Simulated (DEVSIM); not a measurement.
Device: Cr/SiO2/n-Ge capacitor, at 250 K.

```csv
layer (left to right),material,thickness (nm),Nd (cm⁻³)
1,SiO2,1.10,-
2,Ge,14000,1.8e15
```

Metal gate on the left, work function 4.5 eV. Fixed charge at the semiconductor interface 0 cm⁻² (in units of +e); interface traps 1e10 cm⁻² eV⁻¹, uniform in energy, neutral level at 0.5 of the gap above the valence band.

Constants are typed, rounded textbook-type inputs, not results; the design itself was drawn at random and stands for no fabricated device. Values at 300 K; Nc and Nv go as T^1.5, mobilities as T to minus their exponent, the gap by Varshni's rule with the affinity fixed.

```csv
parameter,SiO2,Ge
gap (eV),9,0.664
affinity (eV),0.9,4
permittivity,3.9,16
Nc (cm⁻³),-,1.04e19
Nv (cm⁻³),-,6e18
Varshni α (eV/K),-,0.000477
Varshni β (K),-,235
```

DEVSIM, 1D Poisson equation in equilibrium, Boltzmann statistics, complete ionisation; no quantum confinement or tunnelling. Metal contacts follow the ideal Schottky-Mott rule: no Fermi-level pinning, no interface dipoles.

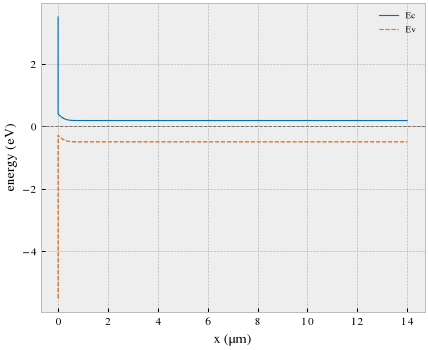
Figure: Band edges at 0.1 V on the gate

Energies count from the Fermi level of the right contact; mesh points crowd at the junctions.

```csv
x (μm),Ec (eV),Ev (eV),n (cm⁻³),p (cm⁻³),field (V/cm)
0.000,3.500,-5.500,< 1e2,< 1e2,-37000
0.0006281,3.498,-5.502,< 1e2,< 1e2,-37000
0.001461,0.396,-0.287,8.3e10,7.4e12,-8900
0.003372,0.394,-0.289,9.0e10,6.9e12,-8800
0.01009,0.388,-0.295,1.2e11,5.2e12,-8700
0.02285,0.377,-0.306,2.0e11,3.2e12,-8400
0.05339,0.352,-0.330,6.2e11,1.0e12,-7800
0.1581,0.282,-0.401,1.7e13,3.7e10,-5700
0.3567,0.206,-0.476,5.5e14,1.1e9,-2100
0.8046,0.181,-0.502,1.8e15,3.5e8,-39
1.815,0.181,-0.502,1.8e15,3.5e8,≈ 0
5.370,0.181,-0.502,1.8e15,3.5e8,≈ 0
9.932,0.181,-0.502,1.8e15,3.5e8,≈ 0
12.20,0.181,-0.502,1.8e15,3.5e8,≈ 0
13.39,0.181,-0.502,1.8e15,3.5e8,≈ 0
13.73,0.181,-0.502,1.8e15,3.5e8,≈ 0
13.89,0.181,-0.502,1.8e15,3.5e8,≈ 0
13.95,0.181,-0.502,1.8e15,3.5e8,≈ 0
13.98,0.181,-0.502,1.8e15,3.5e8,≈ 0
13.99,0.181,-0.502,1.8e15,3.5e8,≈ 0
14.00,0.181,-0.502,1.8e15,3.5e8,≈ 0
14.00,0.181,-0.502,1.8e15,3.5e8,≈ 0
```
